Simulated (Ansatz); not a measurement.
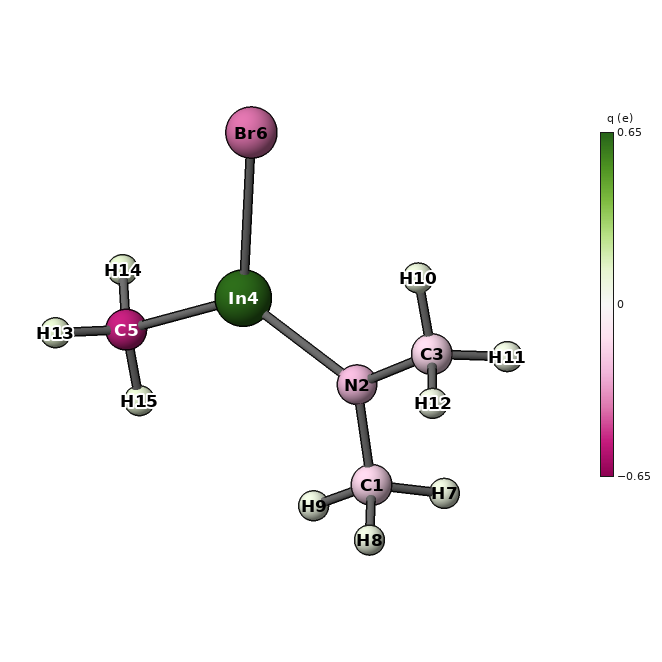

Atoms are coloured by their Mulliken charges. Computed geometry: PBE0-D4/def2-TZVP optimisation. No frequency run is at hand to confirm it as a minimum. Method: RKS PBE-D4/def2-TZVPP, core potentials on In (Ansatz 0.2.0).

Which atom carries the highest charge (most positive or least negative)?

Answer. In4 (0.63 e).

And the lowest?

Answer. C5 (−0.51 e).

Give the Mulliken charges atom by atom.

```csv
atom,value (e)
C1,−0.16
N2,−0.25
C3,−0.16
In4,0.63
C5,−0.51
Br6,−0.39
H7,0.08
H8,0.08
H9,0.07
H10,0.09
H11,0.08
H12,0.08
H13,0.12
H14,0.13
H15,0.12
```

Mulliken values depend strongly on the basis set and can even reverse the polarity of a bond.
